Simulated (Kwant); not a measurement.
Model system: wire with one Gaussian impurity in a In0.53Ga0.47As two-dimensional gas. Effective mass 0.041 mₑ, grid spacing 3.3 nm, hard walls, nominal width 120 nm (37 grid rows, so walls 125.4 nm apart), one parabolic valley, scattering region 300 nm long along x; energies count from the band bottom; Fermi energy swept from 0.00073372 to 0.015591 eV. Impurity U exp(−r²/2σ²), U = 0.051 eV, σ = 4.8 nm, 0 nm off the axis.

The device is made up for the run: typed textbook-type constants, with dimensions and the other settings drawn at random.

Model: effective-mass tight-binding model on a square grid, one spin, coherent transport at 0 K (Kwant). Conductance is in e²/h.

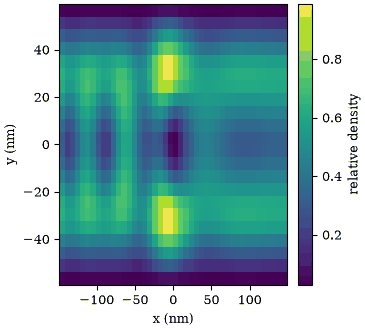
Density of the scattering states that come in from the left lead, at energy = 0.0044794 eV, in bins, relative to the largest site value

The conductance there is 1.94 e²/h with 2 open channel(s) in the leads.
